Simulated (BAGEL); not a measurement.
# One shape, several levels: N2H3 (SMILES [NH]N)

Wanted: a comparison of 5 runs (UHF/STO-3G, UHF/def2-TZVP, CASPT2(13,11)/6-31G*, NEVPT2(13,11)/def2-TZVP, FCI/STO-3G) of N2H3. 

Program for the calculation: BAGEL 1.2.2.

1 further run of the same task is left out (set aside as unsound or not needed). Runs told in other sessions of the task aren't counted.

### Step 1. The molecule

The species is N2H3 (5 atoms), meant as a doublet with charge 0. As SMILES, `[NH]N`. The N1–N2 distance was set to 1.739 Å, away from the relaxed value.

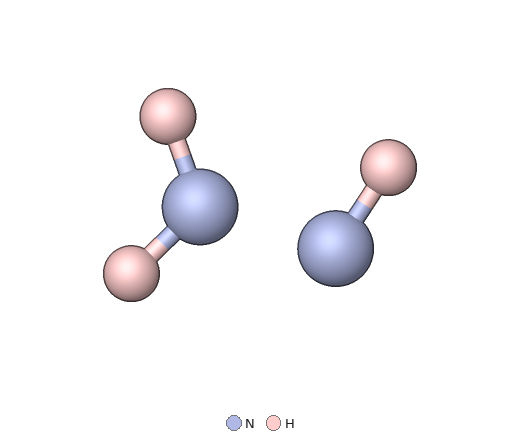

Viewed from a chosen angle; nitrogen light blue, hydrogen pink.

### Step 2. The energy at UHF/STO-3G (density fitting with cc-pvqz-jkfit) (run 1)

job.json reads:

```json
{ "bagel": [

{
  "title": "molecule",
  "basis": "sto-3g",
  "df_basis": "cc-pvqz-jkfit",
  "angstrom": "true",
  "geometry": [
    { "atom": "N", "xyz": [      -0.205284,      -1.134179,       0.700811 ] },
    { "atom": "N", "xyz": [      -0.128660,       0.235610,      -0.368450 ] },
    { "atom": "H", "xyz": [       0.742156,      -1.267579,       1.058041 ] },
    { "atom": "H", "xyz": [      -1.030950,       0.592300,      -0.640030 ] },
    { "atom": "H", "xyz": [       0.587360,       0.941580,      -0.256830 ] }
  ]
},

{
  "title": "uhf",
  "charge": 0,
  "nopen": 1
},

{
  "title": "print",
  "file": "orbitals.molden",
  "orbitals": "true"
}

]}
```

On the command line:

```
$ BAGEL_NUM_THREADS=1 BAGEL job.json > job.out
```

Output:

```text
* using 1 threads per process

  ===============================================================
  ===============================================================

  *** Geometry ***

  { "atom" : "N", "xyz" : [     -0.387931,     -2.143288,      1.324341 ] },
  { "atom" : "N", "xyz" : [     -0.243132,      0.445238,     -0.696270 ] },
  { "atom" : "H", "xyz" : [      1.402472,     -2.395377,      1.999408 ] },
  { "atom" : "H", "xyz" : [     -1.948213,      1.119285,     -1.209481 ] },
  { "atom" : "H", "xyz" : [      1.109950,      1.779328,     -0.485338 ] },

  Number of auxiliary basis functions:      365

  Since a DF basis is specified, we compute 2- and 3-index integrals:
    o Being stored without compression. Storage requirement is 0.000 GB

  Number of basis functions:       13
  Number of electrons      :       17

    * METHOD: MOLECULE                             0.06

  *** Open-shell HF ***

  === Nuclear Repulsion ===
    31.3250021856

      * DIIS with orbital gradients will be used.

  === UHF iteration (sto-3g) ===
      0       -109.02249365          0.03921101           0.00
      1       -109.05490478          0.02548030           0.00
      2       -109.06779722          0.01136480           0.00
      3       -109.07349912          0.00877520           0.00
      4       -109.07896500          0.00566142           0.00
      5       -109.07953677          0.00241844           0.00
      6       -109.08064946          0.00079777           0.00
      7       -109.08175770          0.00059345           0.00
      8       -109.08240808          0.00041940           0.00
      9       -109.08318306          0.00038242           0.00
     10       -109.08481519          0.00050550           0.00
     11       -109.08414118          0.00039682           0.00
     12       -109.08464887          0.00031385           0.00
     13       -109.08543255          0.00031240           0.00
     14       -109.08541660          0.00023158           0.00
     15       -109.08544302          0.00012460           0.00
     16       -109.08538770          0.00013237           0.00
     17       -109.08543064          0.00008046           0.00
     18       -109.08545507          0.00002098           0.00
     19       -109.08545646          0.00000463           0.00
     20       -109.08545645          0.00000297           0.00
     21       -109.08545649          0.00000195           0.00
     22       -109.08545650          0.00000151           0.00
     23       -109.08545651          0.00000075           0.00
     24       -109.08545651          0.00000034           0.00
     25       -109.08545651          0.00000023           0.00
     26       -109.08545651          0.00000013           0.00
     27       -109.08545651          0.00000007           0.00
     28       -109.08545651          0.00000002           0.00
     29       -109.08545651          0.00000001           0.00
    * SCF iteration converged.

    * S^2 (UHF) is 0.9840

    * Permanent dipole moment:
           (   -0.399378,    -0.519664,    -0.261450) a.u.

    * METHOD: UHF                                  0.12

    * METHOD: PRINT                                0.00

  ===============================================================
```

Run time: 0.3 s. Hardware: 1 thread of Arm Neoverse V2, shared host.

### Step 3. The energy at UHF/def2-TZVP (density fitting with cc-pvqz-jkfit) (run 2)

calc.json reads:

```json
{ "bagel": [

{
  "title": "molecule",
  "basis": "def2-tzvp.json",
  "df_basis": "cc-pvqz-jkfit",
  "angstrom": true,
  "geometry": [
    { "atom": "N", "xyz": [      -0.205284,      -1.134179,       0.700811 ] },
    { "atom": "N", "xyz": [      -0.128660,       0.235610,      -0.368450 ] },
    { "atom": "H", "xyz": [       0.742156,      -1.267579,       1.058041 ] },
    { "atom": "H", "xyz": [      -1.030950,       0.592300,      -0.640030 ] },
    { "atom": "H", "xyz": [       0.587360,       0.941580,      -0.256830 ] }
  ]
},

{
  "title": "uhf",
  "nopen": 1
},

{
  "title": "print",
  "file": "orbitals.molden",
  "orbitals": true
}

]}
```

The basis set def2-TZVP is read from a file made from the Basis Set Exchange's data (not shown).

On the command line:

```
$ BAGEL_NUM_THREADS=1 BAGEL calc.json > calc.out
```

Output:

```text
* using 1 threads per process

  ===============================================================
  ===============================================================

  *** Geometry ***

  { "atom" : "N", "xyz" : [     -0.387931,     -2.143288,      1.324341 ] },
  { "atom" : "N", "xyz" : [     -0.243132,      0.445238,     -0.696270 ] },
  { "atom" : "H", "xyz" : [      1.402472,     -2.395377,      1.999408 ] },
  { "atom" : "H", "xyz" : [     -1.948213,      1.119285,     -1.209481 ] },
  { "atom" : "H", "xyz" : [      1.109950,      1.779328,     -0.485338 ] },

  Number of auxiliary basis functions:      365

  Since a DF basis is specified, we compute 2- and 3-index integrals:
    o Being stored without compression. Storage requirement is 0.019 GB

  Number of basis functions:       80
  Number of electrons      :       17

    * METHOD: MOLECULE                             0.10

  *** Open-shell HF ***

  === Nuclear Repulsion ===
    31.3250021856

      * DIIS with orbital gradients will be used.

  === UHF iteration (def2-tzvp.json) ===
      0       -110.45536644          0.03592779           0.03
      1       -110.52518950          0.01641839           0.03
      2       -110.54047693          0.01187475           0.03
      3       -110.54862538          0.00246658           0.03
      4       -110.55109150          0.00193162           0.03
      5       -110.55291776          0.00092060           0.03
      6       -110.55386498          0.00025351           0.03
      7       -110.55410560          0.00015300           0.03
      8       -110.55441647          0.00011074           0.03
      9       -110.55473045          0.00009220           0.03
     10       -110.55507267          0.00008526           0.03
     11       -110.55518692          0.00008036           0.03
     12       -110.55554741          0.00008973           0.03
     13       -110.55548671          0.00008856           0.03
     14       -110.55550361          0.00008469           0.03
     15       -110.55567503          0.00007838           0.03
     16       -110.55589524          0.00007567           0.03
     17       -110.55617254          0.00007628           0.03
     18       -110.55642021          0.00006652           0.03
     19       -110.55651522          0.00005648           0.03
     20       -110.55647255          0.00007189           0.03
     21       -110.55650772          0.00004537           0.03
     22       -110.55652216          0.00001211           0.03
     23       -110.55652210          0.00000627           0.03
     24       -110.55652226          0.00000342           0.03
     25       -110.55652250          0.00000298           0.03
     26       -110.55652253          0.00000243           0.03
     27       -110.55652251          0.00000225           0.03
     28       -110.55652249          0.00000240           0.03
     29       -110.55652251          0.00000238           0.03
     30       -110.55652258          0.00000221           0.03
     31       -110.55652266          0.00000189           0.03
     32       -110.55652278          0.00000094           0.03
     33       -110.55652278          0.00000045           0.03
     34       -110.55652278          0.00000027           0.03
     35       -110.55652278          0.00000014           0.03
     36       -110.55652278          0.00000007           0.03
     37       -110.55652278          0.00000003           0.03
     38       -110.55652278          0.00000002           0.03
     39       -110.55652278          0.00000001           0.03
     40       -110.55652278          0.00000001           0.03
    * SCF iteration converged.

    * S^2 (UHF) is 0.9193

    * Permanent dipole moment:
           (   -0.477596,    -0.539633,    -0.216984) a.u.

    * METHOD: UHF                                  1.24

    * METHOD: PRINT                                0.01

  ===============================================================
```

It took 1.5 s on 1 thread of Arm Neoverse V2, shared host.

Runs 3 to 4 aren't shown in full; the table further down has their settings and results.

### Step 4. A single-point energy at FCI/STO-3G (density fitting with cc-pvqz-jkfit) (run 5)

input.json reads:

```json
{ "bagel" : [

{
  "title" : "molecule",
  "basis" : "sto-3g",
  "df_basis" : "cc-pvqz-jkfit",
  "angstrom" : true,
  "geometry" : [
    { "atom" : "N", "xyz" : [   -0.205284,   -1.134179,    0.700811 ] },
    { "atom" : "N", "xyz" : [   -0.128660,    0.235610,   -0.368450 ] },
    { "atom" : "H", "xyz" : [    0.742156,   -1.267579,    1.058041 ] },
    { "atom" : "H", "xyz" : [   -1.030950,    0.592300,   -0.640030 ] },
    { "atom" : "H", "xyz" : [    0.587360,    0.941580,   -0.256830 ] }
  ]
},
{
  "title" : "hf",
  "charge" : 1
},
{
  "title" : "fci",
  "nstate" : 1,
  "ncore" : 2,
  "nspin" : 1
}

]}
```

On the command line:

```
$ BAGEL_NUM_THREADS=1 BAGEL input.json > input.out
```

Output:

```text
* using 1 threads per process

  ===============================================================
  ===============================================================

  *** Geometry ***

  { "atom" : "N", "xyz" : [     -0.387931,     -2.143288,      1.324341 ] },
  { "atom" : "N", "xyz" : [     -0.243132,      0.445238,     -0.696270 ] },
  { "atom" : "H", "xyz" : [      1.402472,     -2.395377,      1.999408 ] },
  { "atom" : "H", "xyz" : [     -1.948213,      1.119285,     -1.209481 ] },
  { "atom" : "H", "xyz" : [      1.109950,      1.779328,     -0.485338 ] },

  Number of auxiliary basis functions:      365

  Since a DF basis is specified, we compute 2- and 3-index integrals:
    o Being stored without compression. Storage requirement is 0.000 GB

  Number of basis functions:       13
  Number of electrons      :       17

    * METHOD: MOLECULE                             0.06

  *** RHF ***

  === Nuclear Repulsion ===
    31.3250021856

      * DIIS with orbital gradients will be used.

[... 6 lines left out ...]
    * SCF iteration converged.
[... 1 line left out ...]
    * Permanent dipole moment:
[... 51 lines left out ...]
     * ci vector, state   0, <S^2> = 0.7500
       222222a....     0.8877048648
       2222a2ab...     0.1353780499
       2222b2aa...    -0.1175005270
       22222aab...    -0.1081811796
       22222baa...     0.1074063147
       22222a2....     0.1059218886
       222222.a...     0.0938163527
       2222a22....    -0.0893836927
       2222.2a2...     0.0822411268
       222a22ab...     0.0773679480
       2222ba2a...     0.0631213402
       222a22a.b..     0.0598542458

    * METHOD: FCI                                  4.69

  ===============================================================
```

Wall time 5.1 s (1 thread of Arm Neoverse V2, shared host); peak memory 0.25 GiB.

### Step 5. Overview of the runs

```tsv
run	level	iteration cap	active rule	energy (Eh)	wall time
1	UHF/STO-3G (density fitting with cc-pvqz-jkfit)	–	–	-109.085457	0.3 s
2	UHF/def2-TZVP (density fitting with cc-pvqz-jkfit)	–	–	-110.556523	1.5 s
3	CASPT2(13,11)/6-31G* (density fitting with cc-pvqz-jkfit, spherical functions)	200	valence	-110.825436	3 min
4	NEVPT2(13,11)/def2-TZVP (density fitting with cc-pvqz-jkfit)	200	valence	-110.939269	13 min
5	FCI/STO-3G (density fitting with cc-pvqz-jkfit)	–	–	-109.209467	5.1 s
```

### Step 6. Outcome

```
           quantity          value
run 5: total energy  -109.20947 Eh
```

Against full CI in this basis: UHF +124.0 mEh. In runs 1, 5 the basis is minimal, so the values are rough. Spin contamination of the reference: run 1 ⟨S²⟩ = 0.98, run 2 ⟨S²⟩ = 0.92. All runs together took 16 min, the longest 13 min.
